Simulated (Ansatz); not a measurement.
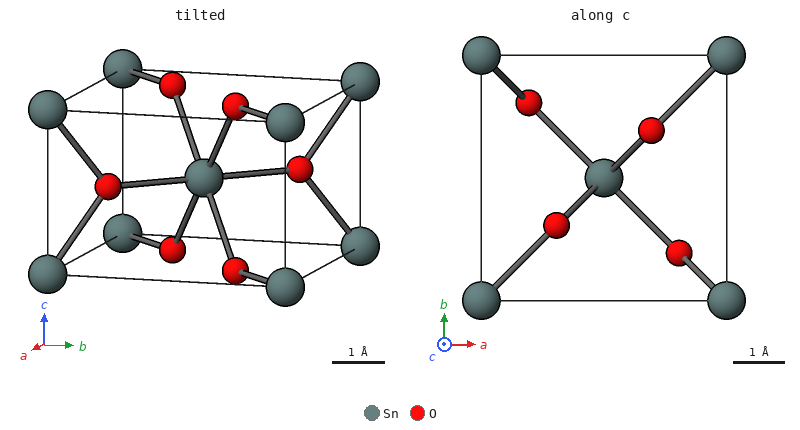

Shown here is a ball-and-stick view of the crystal, taken slightly off an axis and along the c axis. The lines enclose the conventional unit cell; boundary atoms appear with their images.

Bond cut-offs: O–Sn up to 2.63 Å (cut-off distances).

Work out the formula from the picture.

SnO₂. The cell holds 2 Sn, 4 O, counting shared atoms by their share.

Structure type?

Rutile.

Describe the bonded network.

The bonds build a three-dimensional framework.

Starting structure: a structure type known for this compound. It was relaxed with DFT PBE, scalar-relativistic, plane waves, PAW (Ansatz 0.2.0).
